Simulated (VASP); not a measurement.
## MgB2: cell size against the level of theory

Aim: relax MgB2 at several levels and hold each cell against experiment. The levels: LDA, PBEsol, PBE, r2SCAN, PBE + D3(BJ), r2SCAN + rVV10, PBE + D4 and vdW-DF-cx. LASPH is on for some levels and off for others; the table marks which. The start is a cell from a database of measured crystal structures.

Method: LDA; plane waves and PAW (Mg, B), in the first sound run; inputs show where later runs differ, in VASP 6.6.1.

Experimental background.

“Optical measurements of the superconducting gap in MgB2” (2001, arxiv:cond-mat/0103164) reports for MgB2, hexagonal AlB2-type, by X-ray diffraction (sintered polycrystalline pellet): lattice constant a (a of hexagonal cell) 3.086 Å [sintered polycrystal; measurement temperature not stated]; lattice constant c (c of hexagonal cell) 3.524 Å [sintered polycrystal; measurement temperature not stated].

Most raw output is cut from this account.

## Step 1: The starting structure

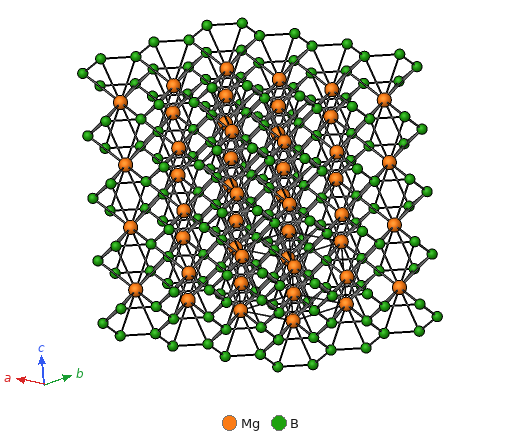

The cell as given, from a free direction (magnesium orange, boron green). 3×2×3 cells are drawn. Some periodic images of atoms are drawn too.

## Step 2: Relaxation with LDA

Properties are meant for the cell that this level of theory prefers, so cell and atoms are relaxed first (ISIF = 3) until forces and stress are small; EDIFFG sets the threshold. LDA, the lowest rung, knows the local density alone.

INCAR reads:

```
SYSTEM = MgB2
PREC = Accurate
ENCUT = 520
EDIFF = 1E-06
NELM = 100
ISMEAR = -1
SIGMA = 0.05
LREAL = .FALSE.
ALGO = Normal
GGA = CA
NBANDS = 10
LORBIT = 11
LWAVE = .FALSE.
LCHARG = .FALSE.
KPAR = 4
IBRION = 2
NSW = 60
ISIF = 3
EDIFFG = -0.01
```

POSCAR reads:

```
MgB2
1.0
    3.0850000000      0.0000000000      0.0000000000
   -1.5425000000      2.6716883707      0.0000000000
    0.0000000000      0.0000000000      3.5230000000
Mg B
1 2
Direct
    0.0000000000      0.0000000000      0.0000000000
    0.3333333333      0.6666666667      0.5000000000
    0.6666666667      0.3333333333      0.5000000000
```

KPOINTS reads:

```
Automatic mesh
0
Gamma
7 7 6
0 0 0
```

The projector-augmented-wave data sets are Mg and B (PBE family, release 64).

Launch:

```
$ mpirun -np 4 vasp_std
```

The job ended after 4.4 s (4 MPI ranks of AMD EPYC 9R45, shared host; peak memory 0.47 GiB).

The k-mesh is coarse for a metal. The PAW data sets were made with PBE, though LDA sets exist; this is a small mismatch. The run keeps the 24 symmetry operations of its start, so it cannot find a distortion of lower symmetry.

Relaxation path:

| step | energy less that of the first step (eV) | largest force (eV/Å) | pressure (GPa) | volume (Å³) |
| --- | --- | --- | --- | --- |
| 1 | 0.0000 | 0.0000 | -7.13 | 29.04 |
| 2 | -0.0251 | 0.0000 | 3.06 | 27.26 |
| 3 | -0.0303 | 0.0000 | -0.13 | 27.76 |
| 4 | -0.0308 | 0.0000 | -0.04 | 27.72 |
| 5 | -0.0309 | 0.0000 | 0.01 | 27.69 |

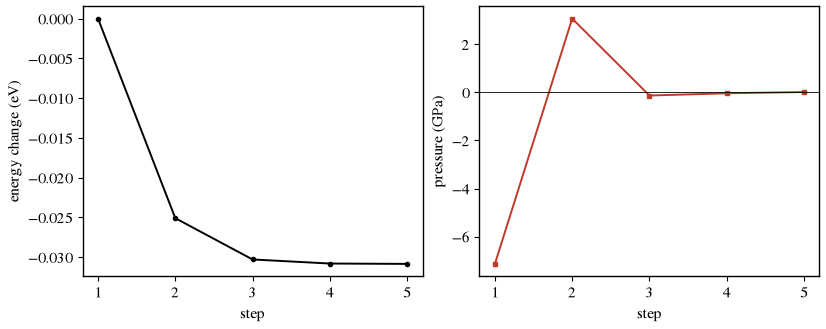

Energy and pressure along the relaxation.

```csv
"conventional cell, symmetrised",before,after,change
a (Å),3.085,3.037,-1.5 %
b (Å),3.085,3.037,-1.5 %
c (Å),3.523,3.467,-1.6 %
volume (Å³/atom),9.68,9.23,-4.6 %
```

Final coordinates:

```xyz
3
Lattice="3.0372 0.0000 0.0000 -1.5186 2.6303 0.0000 0.0000 0.0000 3.4666" Properties=species:S:1:pos:R:3 pbc="T T T"
Mg    0.0000    0.0000    0.0000
B     0.0000    1.7535    1.7333
B     1.5186    0.8768    1.7333
```

Numbers from this step:

| Item | Value |
| --- | --- |
| electrons | 8 |
| bands | 10 |
| irreducible k-points | 32 |
| symmetry operations | 24 |
| free energy (TOTEN) | -16.96 eV |
| energy at zero smearing | -16.96 eV |
| Fermi energy | 5.218 eV |
| pressure | 0.01217 GPa |
| metallic | yes |
| SCF cycles over all ionic steps | 31 |

It ends with forces that vanish by symmetry and a pressure of 0.01 GPa. The volume lies -4.6 % from that of the database's start, which holds the thermal and zero-point expansion of its experiment. LDA is known to overbind. The conventional cell has a = 3.037 and c = 3.467 Å.

## Step 3: Relaxation with PBEsol

This step: PBEsol; plane waves and PAW (Mg, B) (VASP 6.6.1).

PBEsol restores the gradient expansion of exchange and is tuned for the cells of solids.

INCAR, as its differences from that of step 2:

```diff
@@ -9,3 +9,3 @@
 ALGO = Normal
-GGA = CA
+GGA = PS
 NBANDS = 10
```

POSCAR is that of step 2.

KPOINTS is that of step 2.

Launch:

```
$ mpirun -np 4 vasp_std
```

Wall time 5 s (4 MPI ranks); peak memory 0.52 GiB; 18 s of CPU time.

The PAW data sets were made with PBE, which is usual practice but a small mismatch for other functionals.

Relaxation path:

```csv
step,energy less that of the first step (eV),largest force (eV/Å),pressure (GPa),volume (Å³)
1,0.0000,0.0000,-3.23,29.04
2,-0.0053,0.0000,1.37,28.22
3,-0.0064,0.0000,-0.04,28.46
4,-0.0064,0.0000,-0.10,28.47
5,-0.0064,0.0000,-0.08,28.46
```

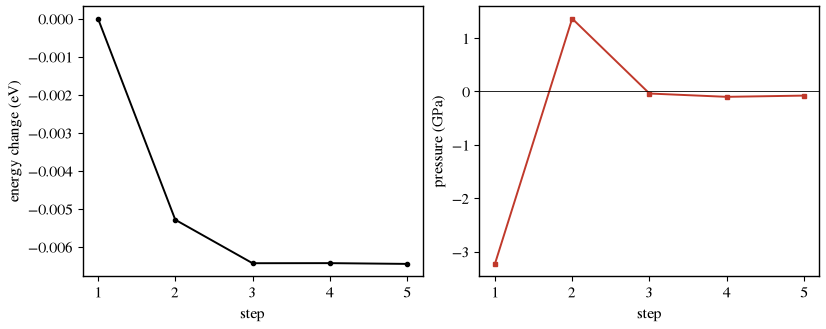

Energy and pressure along the relaxation.

```csv
"conventional cell, symmetrised",before,after,change
a (Å),3.085,3.061,-0.8 %
b (Å),3.085,3.061,-0.8 %
c (Å),3.523,3.507,-0.4 %
volume (Å³/atom),9.68,9.49,-2.0 %
```

The relaxed structure:

```xyz
3
Lattice="3.0611 0.0000 0.0000 -1.5305 2.6510 0.0000 0.0000 0.0000 3.5074" Properties=species:S:1:pos:R:3 pbc="T T T"
Mg    0.0000    0.0000    0.0000
B     0.0000    1.7673    1.7537
B     1.5305    0.8837    1.7537
```

Numbers from this step:

* free energy (TOTEN): -16.23 eV
* energy at zero smearing: -16.23 eV
* Fermi energy: 5.197 eV
* pressure: -0.07697 GPa
* SCF cycles over all ionic steps: 28

It ends at 9.487 Å³/atom, -2.0 % from the start, with -0.08 GPa left. The conventional cell has a = 3.061 and c = 3.507 Å.

## Step 4: Relaxation with PBE

This step: PBE; plane waves and PAW (Mg, B) (VASP 6.6.1).

PBE, the usual starting point, adds the gradient of the density.

INCAR, as its differences from that of step 3:

```diff
@@ -9,3 +9,3 @@
 ALGO = Normal
-GGA = PS
+GGA = PE
 NBANDS = 10
```

POSCAR is that of step 3.

KPOINTS is that of step 3.

Launch:

```
$ mpirun -np 4 vasp_std
```

Wall time 4.4 s (4 MPI ranks); peak memory 0.52 GiB.

Step by step:

| step | energy less that of the first step (eV) | largest force (eV/Å) | pressure (GPa) | volume (Å³) |
| --- | --- | --- | --- | --- |
| 1 | 0.0000 | 0.0000 | -1.36 | 29.04 |
| 2 | -0.0016 | 0.0000 | 0.72 | 28.69 |
| 3 | -0.0018 | 0.0000 | 0.17 | 28.78 |
| 4 | -0.0019 | 0.0000 | 0.06 | 28.81 |

```
conventional cell, symmetrised  before  after  change
                         a (Å)   3.085  3.071  -0.5 %
                         b (Å)   3.085  3.071  -0.5 %
                         c (Å)   3.523  3.529  +0.2 %
              volume (Å³/atom)    9.68   9.60  -0.8 %
```

The relaxed structure:

```xyz
3
Lattice="3.0706 0.0000 0.0000 -1.5353 2.6592 0.0000 0.0000 0.0000 3.5287" Properties=species:S:1:pos:R:3 pbc="T T T"
Mg    0.0000    0.0000    0.0000
B     0.0000    1.7728    1.7644
B     1.5353    0.8864    1.7644
```

It ends at 9.604 Å³/atom, -0.8 % from the start, with 0.06 GPa left. The conventional cell has a = 3.071 and c = 3.529 Å.

## Step 5: Relaxation with r2SCAN

This step: r2SCAN; plane waves and PAW (Mg, B) (VASP 6.6.1).

r2SCAN adds the kinetic-energy density, costs more than a GGA and is run with LASPH.

INCAR, as its differences from that of step 4:

```diff
@@ -9,3 +9,4 @@
 ALGO = Normal
-GGA = PE
+METAGGA = R2SCAN
+LASPH = .TRUE.
 NBANDS = 10
```

POSCAR is that of step 4.

KPOINTS is that of step 4.

Launch:

```
$ mpirun -np 4 vasp_std
```

Elapsed: 19 s, on 4 MPI ranks; peak memory 0.53 GiB; 73 s of CPU time.

Step by step:

```csv
step,energy less that of the first step (eV),largest force (eV/Å),pressure (GPa),volume (Å³)
1,0.0000,0.0000,-2.72,29.04
2,-0.0039,0.0000,1.28,28.35
3,-0.0048,0.0000,0.02,28.56
```

| conventional cell, symmetrised | before | after | change |
| --- | --- | --- | --- |
| a (Å) | 3.085 | 3.063 | -0.7 % |
| b (Å) | 3.085 | 3.063 | -0.7 % |
| c (Å) | 3.523 | 3.515 | -0.2 % |
| volume (Å³/atom) | 9.68 | 9.52 | -1.6 % |

Final coordinates:

```
Mg B
1.0
     3.06306    0.00000    0.00000
    -1.53153    2.65269    0.00000
     0.00000    0.00000    3.51483
Mg B
1 2
Direct
  0.00000 0.00000 0.00000
  0.33333 0.66667 0.50000
  0.66667 0.33333 0.50000
```

It ends at 9.520 Å³/atom, -1.6 % from the start, with 0.02 GPa left. The conventional cell has a = 3.063 and c = 3.515 Å.

## Step 6: Relaxation with PBE + D3(BJ)

This step: PBE with D3(BJ); plane waves and PAW (Mg, B) (VASP 6.6.1).

A dispersion term adds the long-range attraction that semilocal functionals lack. D3 with Becke-Johnson damping keeps a finite attraction at short range.

INCAR, as its differences from that of step 5:

```diff
@@ -9,4 +9,4 @@
 ALGO = Normal
-METAGGA = R2SCAN
-LASPH = .TRUE.
+GGA = PE
+IVDW = 12
 NBANDS = 10
```

POSCAR is that of step 5.

KPOINTS is that of step 5.

Launch:

```
$ mpirun -np 4 vasp_std
```

Run time: 5.4 s. Hardware: 4 MPI ranks; peak memory 0.56 GiB.

Dispersion corrections of this kind ignore metallic screening and tend to overbind metals.

It ends at 9.288 Å³/atom, -4.0 % from the start, with 0.02 GPa left. The conventional cell has a = 3.044 and c = 3.473 Å. Against plain PBE, the dispersion term moves a by -0.9 % and c by -1.6 %.

## Step 7: Relaxation with r2SCAN + rVV10

This step: r2SCAN with rVV10; plane waves and PAW (Mg, B) (VASP 6.6.1).

LUSE_VDW switches on a nonlocal correlation term for dispersion.

INCAR, as its differences from that of step 6:

```diff
@@ -9,4 +9,8 @@
 ALGO = Normal
-GGA = PE
-IVDW = 12
+METAGGA = R2SCAN
+LUSE_VDW = .TRUE.
+IVDW_NL = 2
+BPARAM = 11.95
+CPARAM = 0.0093
+LASPH = .TRUE.
 NBANDS = 10
```

POSCAR is that of step 6.

KPOINTS is that of step 6.

Launch:

```
$ mpirun -np 4 vasp_std
```

Wall time 57 s (4 MPI ranks); peak memory 0.83 GiB; 3.7 min of CPU time.

It ends at 9.498 Å³/atom, -1.9 % from the start, with -0.06 GPa left. The conventional cell has a = 3.062 and c = 3.509 Å. Against plain r2SCAN, the dispersion term moves a by -0.0 % and c by -0.2 %.

## Step 8: Relaxation with PBE + D4

This step: PBE with D4; plane waves and PAW (Mg, B) (VASP 6.6.1).

D4 lets the coefficients depend on atomic charges too.

INCAR, as its differences from that of step 7:

```diff
@@ -9,8 +9,4 @@
 ALGO = Normal
-METAGGA = R2SCAN
-LUSE_VDW = .TRUE.
-IVDW_NL = 2
-BPARAM = 11.95
-CPARAM = 0.0093
-LASPH = .TRUE.
+GGA = PE
+IVDW = 13
 NBANDS = 10
```

POSCAR is that of step 7.

KPOINTS is that of step 7.

Launch:

```
$ mpirun -np 4 vasp_std
```

Wall time 9.4 s (4 MPI ranks); peak memory 0.53 GiB.

It ends at 9.333 Å³/atom, -3.6 % from the start, with 0.02 GPa left. The conventional cell has a = 3.051 and c = 3.473 Å. Against plain PBE, the dispersion term moves a by -0.6 % and c by -1.6 %.

## Step 9: Relaxation with vdW-DF-cx

This step: vdW-DF-cx; plane waves and PAW (Mg, B) (VASP 6.6.1).

vdW-DF-cx takes its exchange from the same plasmon model as its correlation.

INCAR, as its differences from that of step 8:

```diff
@@ -9,4 +9,6 @@
 ALGO = Normal
-GGA = PE
-IVDW = 13
+GGA = CX
+AGGAC = 0
+LUSE_VDW = .TRUE.
+LASPH = .TRUE.
 NBANDS = 10
```

POSCAR is that of step 8.

KPOINTS is that of step 8.

Launch:

```
$ mpirun -np 4 vasp_std
```

Wall time 26 s (4 MPI ranks); peak memory 1.1 GiB.

It ends at 9.597 Å³/atom, -0.8 % from the start, with -0.01 GPa left. The conventional cell has a = 3.074 and c = 3.517 Å.

## Step 10: The cells as a table

This step: relaxed cells at several levels; plane waves and PAW (VASP 6.6.1).

This step runs nothing: it gathers the runs above.

Lengths are those of the conventional cell; cost is the wall time of each run, as given at its step, times its ranks, without the set-up around it; LASPH differs between rows, which moves results and costs too. Results by level, by row:

```csv
level,volume (Å³/atom),change from the start (%),a (Å),c (Å),cost (core minutes),LASPH
LDA,9.23,-4.6,3.037,3.467,0.293,off
PBEsol,9.49,-2,3.061,3.507,0.333,off
PBE,9.6,-0.8,3.071,3.529,0.293,off
r2SCAN,9.52,-1.6,3.063,3.515,1.25,on
PBE + D3(BJ),9.29,-4,3.044,3.473,0.36,off
r2SCAN + rVV10,9.5,-1.9,3.062,3.509,3.8,on
PBE + D4,9.33,-3.6,3.051,3.473,0.627,off
vdW-DF-cx,9.6,-0.8,3.074,3.517,1.73,on
```

## Step 11: Summary of results

```json
{
 "volume, LDA": "9.231 Å³/atom",
 "volume, PBEsol": "9.487 Å³/atom",
 "volume, PBE": "9.604 Å³/atom",
 "volume, r2SCAN": "9.520 Å³/atom",
 "volume, PBE + D3(BJ)": "9.288 Å³/atom",
 "volume, r2SCAN + rVV10": "9.498 Å³/atom",
 "volume, PBE + D4": "9.333 Å³/atom",
 "volume, vdW-DF-cx": "9.597 Å³/atom"
}
```

In words: For MgB2 the levels give volumes between 9.231 Å³/atom (LDA) and 9.604 Å³/atom (PBE), a spread of 4.0 %, while the cost of the finished runs spans a factor of 13. Within 1 % of experiment on every length: PBEsol, PBE, r2SCAN, r2SCAN + rVV10 and vdW-DF-cx. The nearest, vdW-DF-cx, took 5.9 times the core time of PBE and lowers the largest miss from 0.50 to 0.37 %. Thermal and zero-point expansion, often some tenths of a per cent in length, bear on this order: with the measured lengths lowered by an assumed 0.4 % the nearest is still vdW-DF-cx. The costs hold the number of ionic steps as well as the price of the functional. The closing table has room for seven levels; PBE + D4 stands in the table of levels alone. Adding D3(BJ) to PBE changes the volume by -3.3 % (a by -0.9 % and c by -1.6 %). Adding rVV10 to r2SCAN changes the volume by -0.2 % (a by -0.0 % and c by -0.2 %). Adding D4 to PBE changes the volume by -2.8 % (a by -0.6 % and c by -1.6 %). Pairwise corrections of the D and TS kind ignore the screening in a metal, so they may overbind here. Within 0.02 Å all end in space group P6/mmm; the runs can't lower the symmetry of the start. The k-sampling is coarse for a metal, so the Fermi level, pressures and the shape of the cell carry errors. LASPH is on for some levels and off for others, so differences between them are not the functional's alone. Each is a single relaxation on the plane waves of the start cell, so larger changes of volume carry a basis-set error that was not tested here.

Comparison with the measured values:

```
              quantity  measured             LDA          PBEsol             PBE          r2SCAN    PBE + D3(BJ)  r2SCAN + rVV10       vdW-DF-cx
lattice constant a (Å)     3.086  3.037 (-1.6 %)  3.061 (-0.8 %)  3.071 (-0.5 %)  3.063 (-0.7 %)  3.044 (-1.4 %)  3.062 (-0.8 %)  3.074 (-0.4 %)
lattice constant c (Å)     3.524  3.467 (-1.6 %)  3.507 (-0.5 %)  3.529 (+0.1 %)  3.515 (-0.3 %)  3.473 (-1.4 %)  3.509 (-0.4 %)  3.517 (-0.2 %)
```

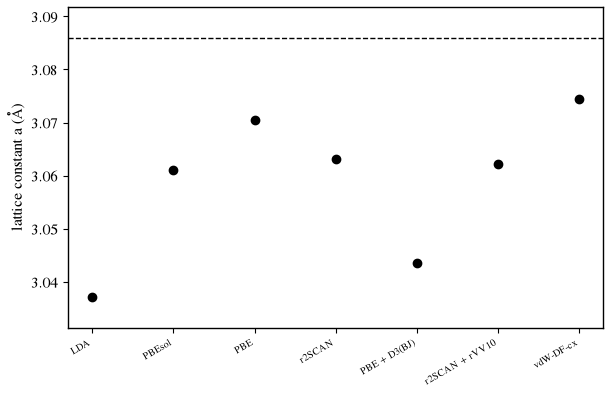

The lattice constant a by level; the dashed line is the measured value.

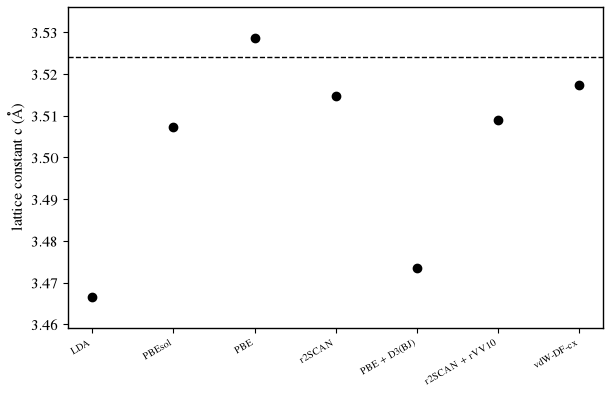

The lattice constant c by level; the dashed line is the measured value.

Measured values from arxiv:cond-mat/0103164 (2001).

How well it matches: For the lattice constant a, of the levels listed nearest comes vdW-DF-cx (-0.4 %, good agreement) and farthest LDA (-1.6 %, a clear miss). For the lattice constant c, of the levels listed nearest comes PBE (+0.1 %, good agreement) and farthest LDA (-1.6 %, fair agreement). The grades are ours: good and fair within 0.7 and 1.5 % for the lattice constant a and 0.8 and 2 % for the lattice constant c. For lattice constants the calculation has a static lattice, without zero-point motion or thermal expansion.

[Lines on the potential files, build, host, timing and source positions are cut from VASP's logs without a mark.]

[Logs are printed without paths, hosts, clocks, repeated set-up lines and the standing remarks that a program may print on its own settings, such as how far it seeks lower states.]

[Hosts, paths, dates, database ids (printed as entryN), source tags and the programs' standing remarks are cut or masked in the printed files.]

[A measured line is paired with the nearest computed mode of its activity, which favours agreement.]
